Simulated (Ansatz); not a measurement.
# C2H9NSi (SMILES CN(C)[SiH3]): HSE06/6-31G(d) (spherical functions)

What is the energy change on altering one bond length of C2H9NSi at HSE06/6-31G* (spherical functions)? 

The calculation is run with Ansatz 0.2.0.

71 further runs of the same task are left out: 71 set aside as unsound or not needed.

### Step 1. The system as given

The species is C2H9NSi (13 atoms), meant as a singlet with charge 0. SMILES: `CN(C)[SiH3]`. The coordinates come from a PBE0-D4/def2-TZVP relaxation.

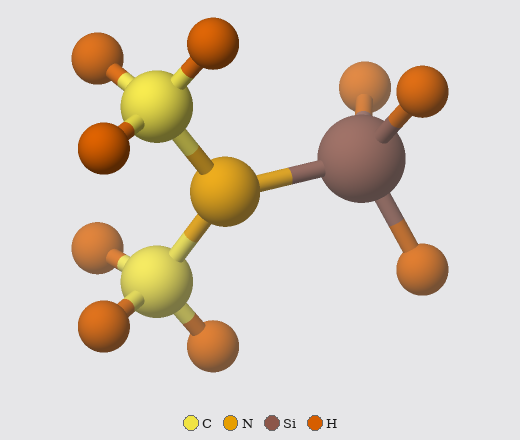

Viewed from a chosen angle; carbon yellow, nitrogen amber, silicon brown, hydrogen orange.

### Step 2. The energy at HSE06/6-31G(d) (spherical functions)

Contents of molecule.yaml:

```yaml
crystal:
  periodic: [false, false, false]
  atoms:
    - symbol: C
      position_ang: [-0.853400, 1.051500, -0.567400]
    - symbol: "N"
      position_ang: [-0.064300, 0.101400, 0.176900]
    - symbol: C
      position_ang: [1.257300, 0.576800, 0.503700]
    - symbol: Si
      position_ang: [-0.404400, -1.580400, 0.101900]
    - symbol: H
      position_ang: [-0.416100, 1.292500, -1.548500]
    - symbol: H
      position_ang: [-0.947500, 1.991500, -0.009400]
    - symbol: H
      position_ang: [-1.860700, 0.663700, -0.735400]
    - symbol: H
      position_ang: [1.197400, 1.509100, 1.079000]
    - symbol: H
      position_ang: [1.870100, 0.778300, -0.388400]
    - symbol: H
      position_ang: [1.787100, -0.156700, 1.115700]
    - symbol: H
      position_ang: [0.068700, -2.275300, -1.137100]
    - symbol: H
      position_ang: [-1.879700, -1.752300, 0.167000]
    - symbol: H
      position_ang: [0.265600, -2.234700, 1.256700]
basis:
  gaussian: {orbitals: 6-31G_st_-spherical.json}
hamiltonian: {xc: hse06}
accuracy: high
output: {orbitals: {seedname: orbitals}}
```

The basis set 6-31G* is read from a file made from the Basis Set Exchange's data (not shown).

Launch:

```sh
$ ansatz run molecule.yaml --threads 1 --pin off --max-ram 2610MiB --events-out events.jsonl --progress --plain --runs-dir runs
```

Output:

```text
Warning: RAYON_NUM_THREADS=1 ignored (pool sized by the plan → 1); use --threads N
Functional definition: HSE06
  name "HSE06"
  parameter a = 0.25
  parameter omega = 0.11/bohr
  exchange = pbe_x - a*pbe_x_sr(omega) + a*exact_x_sr(omega)
  correlation = pbe_c
1974 factors; integrals over basis functions are off by at most 4.0e-9 eV
119 factors; integrals over basis functions are off by at most 1.1e-9 eV
mean field evaluation 1: about -11573.5161 eV, gradient 4.9e1 eV
mean field evaluation 2: about -11565.7140 eV, gradient 7.5e1 eV
mean field evaluation 4: about -11579.1508 eV, gradient 3.2e0 eV
mean field evaluation 8: about -11579.4990 eV, gradient 1.6e-1 eV
mean field evaluation 16: about -11579.4991 eV, gradient 1.0e-5 eV
mean field -11579.49908085 eV, -425.5387423548 hartree, gradient 6.8e-8 eV, S^2 0.000000; 0 other end points of the search recorded, 0 dependent functions left out
reference -11579.49908416 eV, -425.5387424767 hartree; 21, 21 occupied and 57, 57 virtual orbitals, 1974 factors
Total energy: -11579.49908416 eV, -425.5387424767 hartree
```

Run time: 9.9 s. Hardware: 1 thread of Arm Neoverse V1, shared host; peak memory 0.26 GiB.

### Step 3. The distorted shape

Contents of run.yaml:

```yaml
crystal:
  periodic: [false, false, false]
  atoms:
    - {symbol: C, position_ang: [-1.159777, 0.950758, -0.121384]}
    - {symbol: "N", position_ang: [-0.370677, 0.000658, 0.622916]}
    - {symbol: C, position_ang: [0.950923, 0.476058, 0.949716]}
    - {symbol: Si, position_ang: [-0.710777, -1.681142, 0.547916]}
    - {symbol: H, position_ang: [-0.722477, 1.191758, -1.102484]}
    - {symbol: H, position_ang: [-1.253877, 1.890758, 0.436616]}
    - {symbol: H, position_ang: [-2.167077, 0.562958, -0.289384]}
    - {symbol: H, position_ang: [0.891023, 1.408358, 1.525016]}
    - {symbol: H, position_ang: [1.870100, 0.778300, -0.388400]}
    - {symbol: H, position_ang: [1.480723, -0.257442, 1.561716]}
    - {symbol: H, position_ang: [-0.237677, -2.376042, -0.691084]}
    - {symbol: H, position_ang: [-2.186077, -1.853042, 0.613016]}
    - {symbol: H, position_ang: [-0.040777, -2.335442, 1.702716]}
basis:
  gaussian:
    orbitals: 6-31G_st_-spherical.json
hamiltonian:
  xc: {name: HSE06}
accuracy: high
output: {orbitals: {seedname: orbitals}}
```

The basis set 6-31G* is read from a file made from the Basis Set Exchange's data (not shown).

Launch:

```sh
$ ansatz run run.yaml --threads 1 --pin off --max-ram 2610MiB --events-out events.jsonl --progress --plain --runs-dir runs
```

Output, cut to the lines that bear on the results:

```text
Warning: RAYON_NUM_THREADS=1 ignored (pool sized by the plan → 1); use --threads N
[... 6 set-up lines as earlier in the session ...]
1981 factors; integrals over basis functions are off by at most 4.0e-9 eV
120 factors; integrals over basis functions are off by at most 1.0e-9 eV
mean field evaluation 1: about -11571.5184 eV, gradient 4.9e1 eV
mean field evaluation 2: about -11560.6184 eV, gradient 8.0e1 eV
mean field evaluation 4: about -11577.2976 eV, gradient 4.3e0 eV
mean field evaluation 8: about -11577.6478 eV, gradient 4.3e-1 eV
mean field evaluation 16: about -11577.6483 eV, gradient 3.2e-5 eV
mean field -11577.64832694 eV, -425.4707284033 hartree, gradient 8.7e-8 eV, S^2 0.000000; 0 other end points of the search recorded, 0 dependent functions left out
reference -11577.64833034 eV, -425.4707285282 hartree; 21, 21 occupied and 57, 57 virtual orbitals, 1981 factors
Total energy: -11577.64833034 eV, -425.4707285282 hartree
```

It took 11 s on 1 thread of Arm Neoverse V1, shared host; peak memory 0.27 GiB.

### Step 4. Summary of results

Level: HSE06/6-31G* (spherical functions).

| quantity | value |
| --- | --- |
| first shape: total energy | -425.53874 Eh |
| first shape: HOMO energy | -5.77 eV |
| first shape: LUMO energy | 0.72 eV |
| first shape: HOMO–LUMO gap | 6.49 eV |
| distorted shape: total energy | -425.47073 Eh |
| distorted shape: HOMO energy | -5.91 eV |
| distorted shape: LUMO energy | 0.11 eV |
| distorted shape: HOMO–LUMO gap | 6.02 eV |
| energy change with the C3–H9 bond stretched from 1.101 to 1.651 Å | 1.851 eV |

With the C3–H9 bond stretched from 1.101 to 1.651 Å the energy rises by 1.85 eV (179 kJ/mol). The first shape isn't relaxed at this level, so the change isn't measured from a minimum.
